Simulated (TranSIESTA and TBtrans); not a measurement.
System: Ag chain with one bond stretched by 2.0 Å. Leads: straight Ag chain, spacing 2.65 Å. Geometry: as built, not relaxed.

Computed with TranSIESTA and TBtrans, PBE, DZP numerical orbitals (energy shift 0.15 eV), PseudoDojo norm-conserving scalar-relativistic potentials, mesh cutoff 200 Ry, 300 K, no spin polarisation, no spin-orbit coupling; self-consistent non-equilibrium Green functions.

Energies count from the leads' Fermi level. Transmissions are for one spin of a degenerate pair. The energy step is 0.01 eV; narrower resonances are cut or missed.

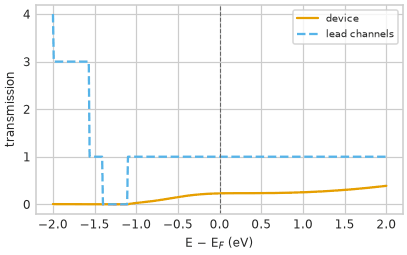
Fig. 1. Transmission against energy

```tsv
E (eV)	T	lead channels
-2.00	0.0036	band edge
-1.80	0.0037	3
-1.60	0.0027	3
-1.40	0	0
-1.20	0	0
-1.00	0.027	1
-0.80	0.068	1
-0.60	0.12	1
-0.40	0.18	1
-0.20	0.21	1
0.00	0.23	1
0.20	0.23	1
0.40	0.23	1
0.60	0.24	1
0.80	0.24	1
1.00	0.25	1
1.20	0.27	1
1.40	0.29	1
1.60	0.32	1
1.80	0.35	1
2.00	0.39	1
```

The straight chain is held at its spacing; free chains may zigzag or dimerise. No spin-polarised start was tried, so a magnetic state, if there is one, is missed.
